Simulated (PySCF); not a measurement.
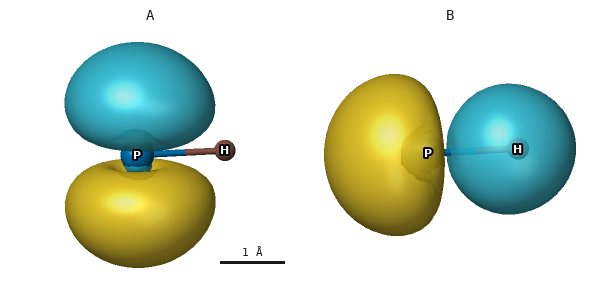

The picture shows: PH (triplet). Two frontier α-spin orbitals, each drawn at the value that holds 80 % of its norm (yellow and cyan are the two phases), in no order; of a degenerate pair one member is drawn.

Computed with PBE0/pcseg-2, non-relativistic, at a bond length of 1.429 Å (PySCF 2.14.0).

Label each orbital by symmetry, say whether it is occupied, and order them by energy.

Answer. Orbital B: σ, occupied in this spin, −9.81 eV; mainly on P (70 %).
Orbital A: π, occupied in this spin, −7.39 eV; almost wholly on P.
